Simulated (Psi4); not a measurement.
## Single-point calculation of SF₄

System: SF₄, SMILES FS(F)(F)F.
Method: wB97M-V/6-311+G**, RKS (Psi4 1.11).

The geometry comes from this level: PBE0-D4/def2-TZVP.

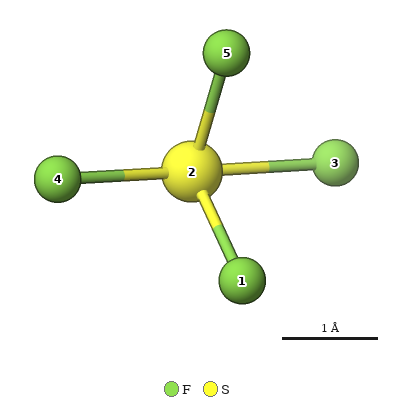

The input geometry (ball-and-stick view, seen at a tilt; atoms are numbered from 1 in the order of the input).

Key numbers

- outcome: converged
- total energy: −797.491712 hartree
- basis functions: 118
- HOMO: −12.59 eV
- LUMO: −0.25 eV
- dipole moment: 0.96 D
- hardware: 1 thread of Intel Xeon @ 2.90GHz (Ice Lake), 192 GiB of memory available, shared host
- wall time: 2 min
- peak memory: 0.9 GiB

Input (job.json)
```
{
 "schema_name": "qcschema_input",
 "schema_version": 1,
 "molecule": {
  "schema_name": "qcschema_molecule",
  "schema_version": 2,
  "symbols": ["F", "S", "F", "F", "F"],
  "geometry": [-1.0605143, -0.43085756, 2.2162708, 0.12094247, -0.67538812, -0.45920345, 2.90394214, -0.87305347, 0.92861142, -2.72139459, -0.14607583, -1.62176296, 0.75702429, 2.125186, -1.06410478],
  "molecular_charge": 0,
  "molecular_multiplicity": 1,
  "fix_symmetry": "c1",
  "fix_com": true,
  "fix_orientation": true
 },
 "driver": "energy",
 "model": {
  "method": "wb97m-v",
  "basis": "6-311+G**"
 },
 "keywords": {
  "puream": true,
  "e_convergence": 1e-09,
  "d_convergence": 1e-08,
  "scf_type": "pk",
  "dft_radial_points": 99,
  "dft_spherical_points": 590
 }
}
```

Launch command:
```bash
psi4 --qcschema job.json -n 1 --memory 1600MB
```

Output
```
Psi4 1.11 release

   => Loading Basis Set <=

    Name: 6-311+G**
    Role: ORBITAL
    Keyword: BASIS

         ---------------------------------------------------------
                                   SCF
                              RKS Reference
                        1 Threads,   1525 MiB Core
         ---------------------------------------------------------

  ==> Geometry <==

    Molecular point group: c1
    Full point group: C1

    Geometry (in Bohr), charge = 0, multiplicity = 1:

       Center              X                  Y                   Z               Mass
    ------------   -----------------  -----------------  -----------------  -----------------
         F           -1.060514300000    -0.430857560000     2.216270800000    18.998403162730
         S            0.120942470000    -0.675388120000    -0.459203450000    31.972071174400
         F            2.903942140000    -0.873053470000     0.928611420000    18.998403162730
         F           -2.721394590000    -0.146075830000    -1.621762960000    18.998403162730
         F            0.757024290000     2.125186000000    -1.064104780000    18.998403162730

  Running in c1 symmetry.

  Rotational constants: A =      0.22055  B =      0.13537  C =      0.10691 [cm^-1]
  Rotational constants: A =   6611.82886  B =   4058.34629  C =   3205.20899 [MHz]
  Nuclear repulsion =  298.719038884987754

  Charge       = 0
  Multiplicity = 1
  Electrons    = 52
  Nalpha       = 26
  Nbeta        = 26

  ==> Algorithm <==

  SCF Algorithm Type is PK.
  DIIS enabled.
  MOM disabled.
  Fractional occupation disabled.
  Guess Type is SAD.
  Energy threshold   = 1.00e-09
  Density threshold  = 1.00e-08
  Integral threshold = 1.00e-12

  ==> Primary Basis <==

  Basis Set: 6-311+G**
    Blend: 6-311+G**
    Number of shells: 54
    Number of basis functions: 118
    Number of Cartesian functions: 123
    Spherical Harmonics?: true
    Max angular momentum: 2

  ==> DFT Potential <==

   => LibXC <=

    Version 7.1.2

   => Composite Functional: WB97M-V <=

    wB97M-V Hyb-GGA Exchange-Correlation Functional

    Deriv               =              1
    GGA                 =           TRUE
    Meta                =           TRUE

    Exchange Hybrid     =           TRUE
    MP2 Hybrid          =          FALSE

   => Exchange-Correlation Functionals <=

    1.0000   wB97M-V exchange-correlation functional

   => Exact (HF) Exchange <=

    0.8500            HF,LR [omega = 0.3000]
    0.1500               HF

   => LibXC Density Thresholds  <==

    XC_HYB_MGGA_XC_WB97M_V:  1.00E-13

   => VV10 Non-Local Parameters <=

    VV10 B              =     6.0000E+00
    VV10 C              =     1.0000E-02

   => Molecular Quadrature <=

    Radial Scheme          =       TREUTLER
    Pruning Scheme         =           NONE
    Nuclear Scheme         =       TREUTLER

    Blocking Scheme        =         OCTREE
    BS radius alpha        =              1
    Pruning alpha          =              1
    Radial Points          =             99
    Spherical Points       =            590
    Total Points           =         283855
    Total Blocks           =           2132
    Max Points             =            256
    Max Functions          =            112
    Weights Tolerance      =       1.00E-15

  ==> Integral Setup <==

  Using in-core PK algorithm.
   Calculation information:
      Number of atoms:                   5
      Number of AO shells:              54
      Number of primitives:            101
      Number of atomic orbitals:       123
      Number of basis functions:       118

      Integral cutoff                 1.00e-12
      Number of threads:                 1

  Performing in-core PK
  Using 73952193 doubles for integral storage.
  We computed 914520 shell quartets total.
  Whereas there are 1103355 unique shell quartets.

  Computing range-separated integrals for PK
  We computed 914520 wK shell quartets total.
  Whereas there are 1103355 wK unique shell quartets.

  ==> DiskJK: Disk-Based J/K Matrices <==

    J tasked:                  Yes
    K tasked:                  Yes
    wK tasked:                 Yes
    Omega:               3.000E-01
    Memory [MiB]:             1029
    Schwarz Cutoff:          1E-12

  Cached 6.3% of DFT collocation blocks in 0.111 [GiB].

  Minimum eigenvalue in the overlap matrix is 1.0092159927E-03.
  Reciprocal condition number of the overlap matrix is 1.4241339475E-04.
    Using symmetric orthogonalization.

  ==> Pre-Iterations <==

  SCF Guess: Superposition of Atomic Densities via on-the-fly atomic UHF (no occupation information).

   -------------------------
    Irrep   Nso     Nmo
   -------------------------
     A        118     118
   -------------------------
    Total     118     118
   -------------------------

  ==> Iterations <==

                        Total Energy        Delta E     RMS |[F,P]|

   @RKS iter SAD:  -797.47536375562947   -7.97475e+02   0.00000e+00
   @RKS iter   1:  -797.29943128272419    1.75932e-01   6.45727e-03 ADIIS/DIIS
   @RKS iter   2:  -797.27704069465369    2.23906e-02   7.38360e-03 ADIIS/DIIS
   @RKS iter   3:  -797.49059343238059   -2.13553e-01   5.79900e-04 ADIIS/DIIS
   @RKS iter   4:  -797.49148324006137   -8.89808e-04   2.31088e-04 ADIIS/DIIS
   @RKS iter   5:  -797.49167675506840   -1.93515e-04   8.78730e-05 DIIS
   @RKS iter   6:  -797.49171126190765   -3.45068e-05   1.06035e-05 DIIS
   @RKS iter   7:  -797.49171215369995   -8.91792e-07   2.89146e-06 DIIS
   @RKS iter   8:  -797.49171227167994   -1.17980e-07   7.45487e-07 DIIS
   @RKS iter   9:  -797.49171228651664   -1.48367e-08   1.69452e-07 DIIS
   @RKS iter  10:  -797.49171228711339   -5.96742e-10   2.88442e-08 DIIS
   @RKS iter  11:  -797.49171228713567   -2.22826e-11   1.56809e-08 DIIS
   @RKS iter  12:  -797.49171228713794   -2.27374e-12   6.33192e-09 DIIS
  Energy and wave function converged.

  ==> Post-Iterations <==

   Electrons on quadrature grid:
      Ntotal   =   52.0000005506 ; deviation = 5.506e-07

    Orbital Energies [Eh]
    ---------------------

    Doubly Occupied:

       1A    -89.508154     2A    -25.004297     3A    -25.004291
       4A    -24.928212     5A    -24.928190     6A     -8.412740
       7A     -6.323004     8A     -6.322220     9A     -6.314887
      10A     -1.514155    11A     -1.442989    12A     -1.368817
      13A     -1.351669    14A     -0.942159    15A     -0.766692
      16A     -0.750738    17A     -0.736117    18A     -0.665501
      19A     -0.636838    20A     -0.625936    21A     -0.618985
      22A     -0.568445    23A     -0.561376    24A     -0.548117
      25A     -0.540241    26A     -0.462662

    Virtual:

      27A     -0.009138    28A      0.039678    29A      0.054413
      30A      0.061277    31A      0.070577    32A      0.102579
      33A      0.148273    34A      0.236625    35A      0.242905
      36A      0.249551    37A      0.260874    38A      0.268631
      39A      0.288906    40A      0.302367    41A      0.323210
      42A      0.343344    43A      0.345095    44A      0.348583
      45A      0.350806    46A      0.359159    47A      0.367135
      48A      0.377783    49A      0.423002    50A      0.501869
      51A      0.538672    52A      0.636667    53A      0.665817
      54A      0.693087    55A      0.701136    56A      0.899286
      57A      0.945613    58A      1.059137    59A      1.289622
      60A      1.311179    61A      1.332152    62A      1.335028
      63A      1.351591    64A      1.388968    65A      1.416571
      66A      1.457832    67A      1.466521    68A      1.487783
      69A      1.522654    70A      1.593776    71A      1.723125
      72A      1.745000    73A      1.844124    74A      2.004514
      75A      2.063835    76A      2.080499    77A      2.180552
      78A      3.777758    79A      3.789215    80A      3.802721
      81A      3.803344    82A      3.808671    83A      3.828838
      84A      3.843726    85A      3.853604    86A      3.872832
      87A      3.875818    88A      3.879185    89A      3.881982
      90A      3.909454    91A      3.912140    92A      3.921517
      93A      3.931102    94A      4.158143    95A      4.202211
      96A      4.264892    97A      4.301048    98A      6.302799
      99A      6.324572   100A      6.334264   101A      6.366676
     102A      6.379998   103A      6.440931   104A      6.452404
     105A      6.465554   106A      6.504478   107A      6.512655
     108A      6.533259   109A      6.607500   110A      8.019026
     111A     17.383573   112A     17.459656   113A     17.513673
     114A     67.357039   115A     67.379844   116A     67.430726
     117A     67.477457   118A    190.091660

    Final Occupation by Irrep:
              A
    DOCC [    26 ]
    NA   [    26 ]
    NB   [    26 ]

  @RKS Final Energy:  -797.49171228713794

   => Energetics <=

    Nuclear Repulsion Energy =            298.7190388849877536
    One-Electron Energy =               -1698.9006153112259199
    Two-Electron Energy =                 653.2728121088434818
    DFT Exchange-Correlation Energy =     -50.7968613476847608
    Empirical Dispersion Energy =           0.0000000000000000
    VV10 Nonlocal Energy =                  0.2139133779416476
    Total Energy =                       -797.4917122871379433

Computation Completed

Properties will be evaluated at   0.000000,   0.000000,   0.000000 [a0]

Properties computed using the SCF density matrix

 Multipole Moments:

 ------------------------------------------------------------------------------------
     Multipole            Electronic (a.u.)      Nuclear  (a.u.)        Total (a.u.)
 ------------------------------------------------------------------------------------

 L = 1.  Multiply by 2.5417464519 to convert [e a0] to [Debye]
 Dipole X            :         -0.7910829            0.8465974            0.0555145
 Dipole Y            :          4.4200140           -4.7294177           -0.3094037
 Dipole Z            :          3.0058639           -3.2161249           -0.2102609
 Magnitude           :                                                    0.3781827

 ------------------------------------------------------------------------------------

	total time  =        120 seconds =       2.00 minutes

    Psi4 run time: 0:02:00.36
```

File result.json
```
{
 "driver": "energy",
 "model": {
  "method": "wb97m-v",
  "basis": "6-311+G**"
 },
 "success": true,
 "return_result": -797.491712287138,
 "properties": {
  "calcinfo_nbasis": 118,
  "calcinfo_nmo": 118,
  "calcinfo_nalpha": 26,
  "calcinfo_nbeta": 26,
  "calcinfo_natom": 5,
  "nuclear_repulsion_energy": 298.71903888498775,
  "return_energy": -797.491712287138,
  "scf_one_electron_energy": -1698.900615311226,
  "scf_two_electron_energy": 653.2728121088435,
  "scf_vv10_energy": 0.21391337794164755,
  "scf_xc_energy": -50.79686134768476,
  "scf_dipole_moment": [0.05551451398494178, -0.30940365486048904, -0.21026093673919277],
  "scf_total_energy": -797.491712287138,
  "scf_iterations": 12
 }
}
```

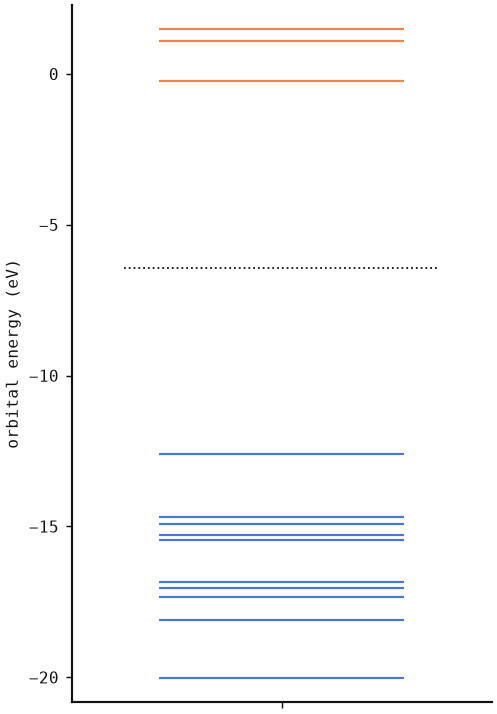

Orbital energies near the frontier; the dotted line parts filled from empty levels, and levels within 0.02 eV of each other stand side by side. Highest filled −12.59 eV, lowest empty −0.25 eV, 12.34 eV apart.
